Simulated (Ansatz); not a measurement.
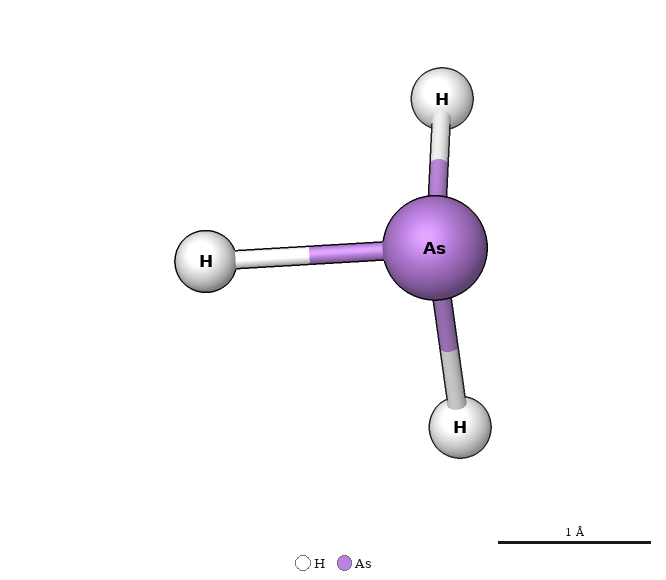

Rendered structure (ball-and-stick style).

> Which formula does it have?

AsH₃, 4 atoms: 1 arsenic and 3 hydrogen.

> What is the point group of this geometry?

C3v.

> How many bonds of each kind are drawn?

3 As–H. Sticks follow a distance rule.

> How many sets of symmetry-equivalent atoms are there?

2: 3 H, 1 As.

More results for the same structure follow; atom numbers are the same in all pictures, views and colours differ. The computed structure is the end point of a PBE0-D4/def2-TZVP optimisation.

### Charges

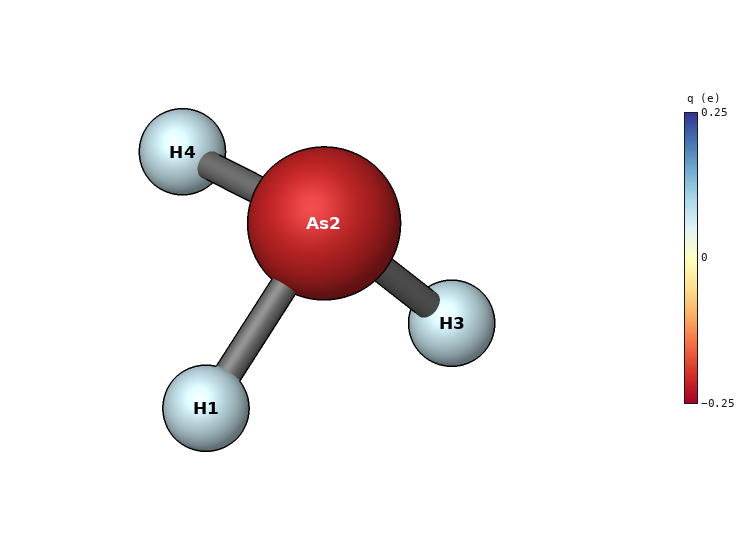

Atoms are coloured by their Mulliken charges. Method: RKS PBE0-D4/def2-TZVP (Ansatz 0.2.0).

Give the Mulliken charges atom by atom.

| atom | value (e) |
| --- | --- |
| H1 | 0.07 |
| As2 | −0.21 |
| H3 | 0.07 |
| H4 | 0.07 |

### Electronic properties

Level of theory: RKS PBE0-D4/def2-TZVPP (Ansatz 0.2.0).

> What is the LUMO energy (Kohn–Sham orbital)?

0.68 eV.

> What is the HOMO energy (Kohn–Sham orbital)?

−7.81 eV.

### Vibrations

Harmonic vibrations computed with RKS PBE0-D4/def2-TZVP (Ansatz 0.2.0) at a stationary point of the same level.

> List the wavenumbers.

6 modes: 921, 1018, 1018, 2215, 2229, 2229 cm⁻¹.

Mulliken values depend strongly on the basis set and can even reverse the polarity of a bond.
